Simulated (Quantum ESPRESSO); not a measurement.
# Gap and tunnelling decay at a withheld lattice constant: TlSrI3, cubic perovskite type

Method. Quantum ESPRESSO 7.5 (pw.x, pwcond.x with ikind = 0), PBE, GBRV ultrasoft, cubic crystals. κ is the slowest decay along [001] at mid-gap among three points across the current.

| a (Å) | gap on the mesh (eV) | κ (1/Å) |
| --- | --- | --- |
| 6.005 | 2.515 | 0.255 |
| 6.197 | 2.529 | 0.265 |
| 6.580 | 2.471 | 0.276 |
| 6.772 | 2.408 | 0.278 |

**Question.** What are gap and κ at a = 6.389 Å?

By hand: A line through the rows at 6.197 and 6.580 Å gives a gap of 2.529 + 0.501 × (2.471 − 2.529) = 2.50 eV and κ = 0.271 1/Å. The two-band model κ = 0.5123 √(m* E_g/4) needs m* = 0.423 at 6.197 Å; with that mass and the new gap, κ = 0.263 1/Å.

What the calculation gave: The gap is 2.513 eV and κ = 0.271 1/Å. The line misses the gap by −0.013 eV and κ by −0.2 %; the two-band estimate misses κ by −2.8 %.

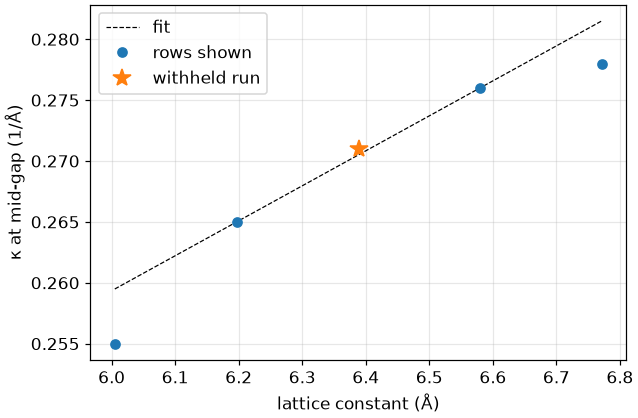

The rows shown, the fit and the withheld run.

**Limits.** The structure type is imposed. Local and semilocal gaps and decay constants are too small; no spin-orbit coupling. For an indirect gap m* is a fitting number alone.
